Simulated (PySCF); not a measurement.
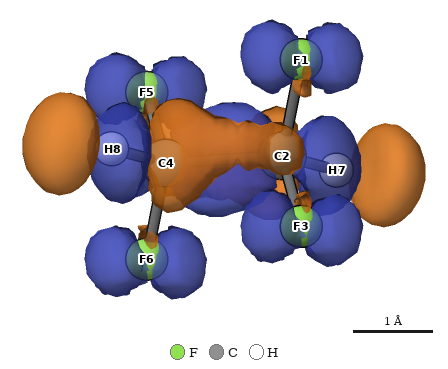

*C2H2F4, SMILES `FC(F)C(F)F`. Unrelaxed difference density of T₂ less the ground state (TDA triplet states), ±0.03 e/Å³; orange: gain, blue: loss.*

Computed with PySCF, PBE0/6-311G**, geometry: GFN2-xTB. No frequency check shows the geometry to be a minimum. Without diffuse functions Rydberg states are missing, so the states' numbers hold for this basis only.

> How does the charge move on excitation?

0.69 e is displaced in all, of which about 0.3 e passes between atoms: F1, F3, F5 and F6 (0.07 e each) lose electrons and H7 and H8 (0.15 e each) gain them. The state: 9.19 eV (135 nm), spin-forbidden from the singlet ground state, partly diffuse acceptor orbital, which a basis without diffuse functions describes poorly; the leading pair carries 98 %; hole on C2 and C4 (20 % each), F1, F3, F5 and F6 (11 % each) and H7 and H8 (9 % each), electron on H7 and H8 (24 % each) and C2 and C4 (19 % each) (atom shares of so diffuse an orbital are rough); their centroids lie 0.0 Å apart.

Run time: 4.7 min on 1 thread of Arm Neoverse V1 (shared host), peak memory 0.62 GiB.
